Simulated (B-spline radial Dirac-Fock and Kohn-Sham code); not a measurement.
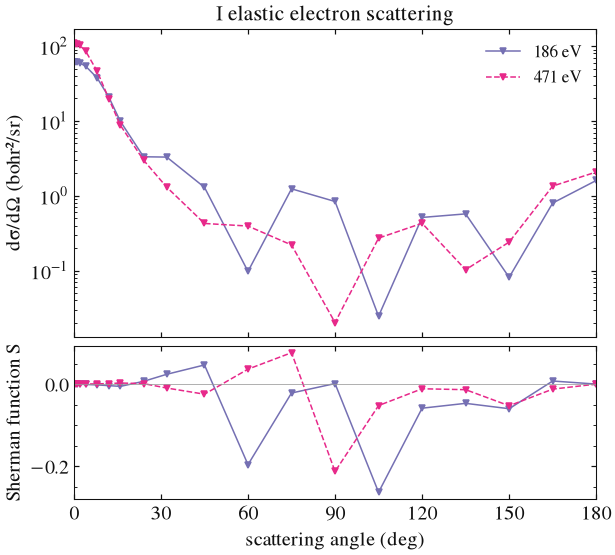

Differential cross section for elastic electron scattering and the Sherman function against angle at 186 eV and 471 eV, computed at the marked angles. The figure is for atomic I. Level of theory: Dirac partial waves in the static Dirac–Fock field with Furness–McCarthy exchange, no polarisation or absorption; calculated with a B-spline radial code.

**By what factor does the cross section at 186 eV drop from 0° to 180°?**

From 61.3 to 1.6 bohr²/sr, a factor of 38. The model is rough under about 200 eV.
